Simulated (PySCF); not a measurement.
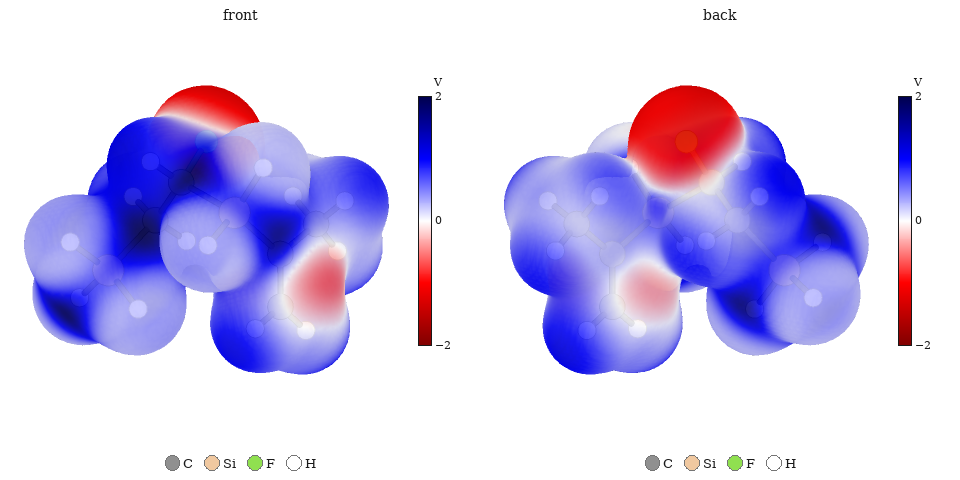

*C₅H₁₃FSi₂. The molecular electrostatic potential painted on the density surface at 0.004 e/bohr³, seen from the front and from behind; the colour scale runs from red (negative) to blue (positive).*

Geometry: GFN2-xTB.

The calculation used PySCF 2.14.0, PBE0/pcSseg-1, SCF density, gas phase, non-relativistic.

```xyz
21

C    -1.2098    0.4808   -2.0651
C    -1.3158    0.7812   -0.7767
C    -2.5877    0.5347   -0.0207
Si    0.1287    1.4959    0.2100
C     0.7469    0.1159    1.4051
F    -0.2126    0.0153    2.4250
C     0.9379   -1.2596    0.7932
Si    2.4323   -1.3892   -0.3701
H    -0.3042    0.6605   -2.6200
H    -2.0263    0.0457   -2.6232
H    -3.0142    1.4827    0.3062
H    -3.3208    0.0138   -0.6343
H    -2.3916   -0.0543    0.8737
H     1.2414    1.8845   -0.6612
H    -0.3116    2.6090    1.0562
H     1.6605    0.4246    1.9271
H     1.0615   -1.9800    1.6073
H     0.0255   -1.5443    0.2642
H     2.1924   -0.6281   -1.5969
H     2.6338   -2.8013   -0.7028
H     3.6247   -0.8707    0.3063
```

> Which sites attract a positive test charge, and which a negative one?

A positive charge is drawn to the negative regions and a negative charge to the positive ones. The most negative region (about −1.2 V, or −28 kcal/mol for a unit charge) lies over F6, the most positive (about +1.8 V, or +42 kcal/mol for a unit charge) over Si4 and Si8.
